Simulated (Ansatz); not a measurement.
## Single-point calculation, with input and output: GeH₅ClO

System: GeH₅ClO.
Method: RKS PBE0-D4/def2-TZVPP (Ansatz 0.2.0).

The geometry is the product side of a reaction. The reaction was set up to form Ge1–Cl7 and O2–H6 and to break Ge1–O2 and H6–Cl7 (atoms counted from 1 in the order of the input); sticks are drawn by distance alone. The geometry comes from this level: PBE0-D4/def2-TZVP.

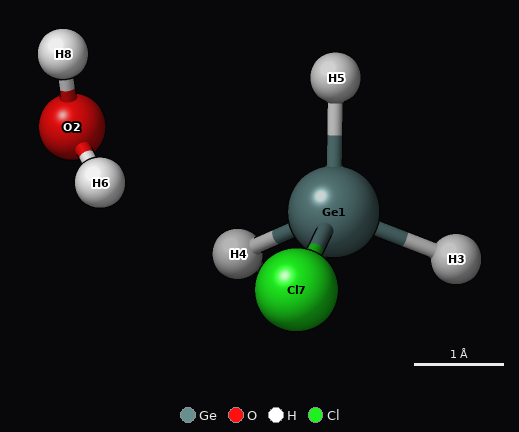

**Figure 1.** The input geometry (ball-and-stick view, seen at a tilt; atoms are numbered from 1 in the order of the input). Sticks mark near contacts. Bond lengths as drawn: Cl–Ge 2.17 Å, Ge–H 1.53 Å and H–O 0.96 Å.

## Input
```yaml
crystal:
  periodic: [false, false, false]
  atoms:
    - {symbol: Ge, position_ang: [-0.604064, -1.110803, -0.270606]}
    - {symbol: O, position_ang: [1.009358, 1.438757, 0.948095]}
    - {symbol: H, position_ang: [-1.304922, -2.304574, -0.932655]}
    - {symbol: H, position_ang: [0.560553, -1.548675, 0.614338]}
    - {symbol: H, position_ang: [-1.602709, -0.198612, 0.441248]}
    - {symbol: H, position_ang: [1.160692, 1.436326, -0.002767]}
    - {symbol: Cl, position_ang: [0.234837, 0.026916, -1.922097]}
    - {symbol: H, position_ang: [0.546355, 2.260664, 1.124443]}
basis:
  gaussian: {orbitals: def2-TZVPP}
hamiltonian: {xc: pbe0, dispersion: d4}
output: {orbitals: {seedname: orbitals}}
```

Run as:
```bash
ansatz run in.yaml --threads 4 --pin off --events-out ev --progress --plain --max-ram 9574MiB
```

## Log
```
Functional definition: PBE0
  name "PBE0"
  cite "Adamo & Barone, J. Chem. Phys. 110, 6158 (1999) doi:10.1063/1.478522"
  cite "Perdew, Burke & Ernzerhof, Phys. Rev. Lett. 77, 3865 (1996) doi:10.1103/PhysRevLett.77.3865"
  parent pbe
  parameter a = 0.25
  parameter kappa = 0.804
  parameter beta = 0.06672455060314922
  exchange = (1 - a)*pbe_x(kappa = kappa, mu = beta*pi^2/3) + a*exact_x
  correlation = pbe_c(beta = beta)
1172 factors; their error is unknown
mean field evaluation 1: about -71153.8100 eV, gradient 5.3e1 eV
mean field evaluation 2: about -71148.2541 eV, gradient 7.7e1 eV
mean field evaluation 4: about -71158.0005 eV, gradient 2.5e0 eV
mean field evaluation 8: about -71158.0072 eV, gradient 1.2e-1 eV
mean field evaluation 16: about -71158.3151 eV, gradient 5.3e-5 eV
mean field -71158.31510315 eV, -2615.0198472025 hartree, gradient 5.3e-5 eV, S^2 0.000000; 0 other end points of the search recorded, 0 dependent functions left out
reference -71158.31513269 eV, -2615.0198482880 hartree; 31, 31 occupied and 160, 160 virtual orbitals, 1172 factors
Total energy: -71158.42360293 eV, -2615.0238344959 hartree
```

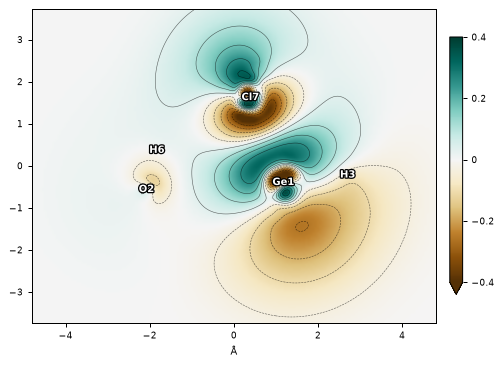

**Figure 2.** The LUMO on the plane of atoms H3, Ge1 and Cl7 (values in Å⁻³ᐟ²; the overall sign is arbitrary). It lies mainly on Ge1 (55 %) and Cl7 (30 %). Its energy is −0.30 eV.

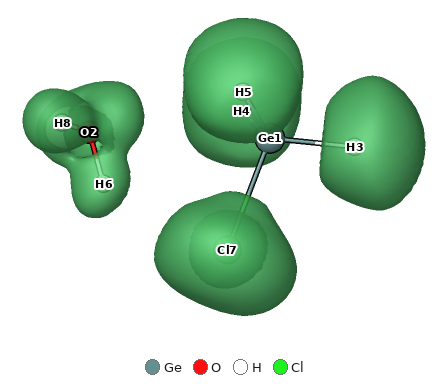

**Figure 3.** Isosurface of the electron localisation function at 0.75 (green), seen face on. Core shells and regions of very low density are left out. Along the contacts the grid gives the following. Ge1···O2 (3.25 Å): the ELF is only about 0 between them; a non-bonded, intermolecular contact. Ge–Cl (2.17 Å): the ELF peaks at about 0.85 in the valence shell of Cl, 0.9 Å from its nucleus, and is about 0.70 at the midpoint.

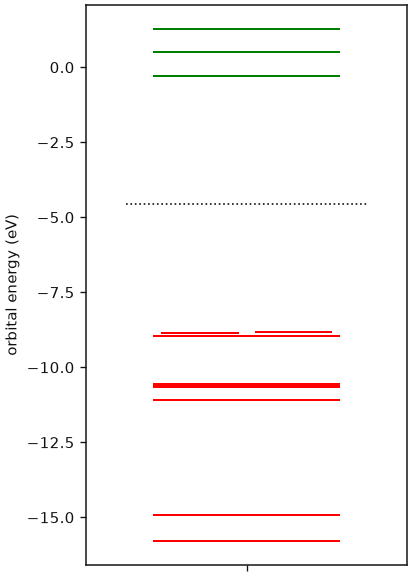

**Figure 4.** Orbital energies near the frontier; the dotted line parts filled from empty levels, and levels within 0.02 eV of each other stand side by side. Highest filled −8.83 eV, lowest empty −0.30 eV, 8.53 eV apart.

## Key numbers

```csv
quantity,value
outcome,converged
total energy,−71158.4236 eV
mean-field energy,−71158.3151 eV
dispersion energy,−0.1085 eV
SCF solution under orbital rotations,stable
HOMO,−8.83 eV
LUMO,−0.30 eV
hardware,"4 threads of Arm Neoverse V1, 23 GiB of memory available, shared host"
wall time,1.9 s (CPU time 6.8 s)
peak memory,0.42 GiB
```
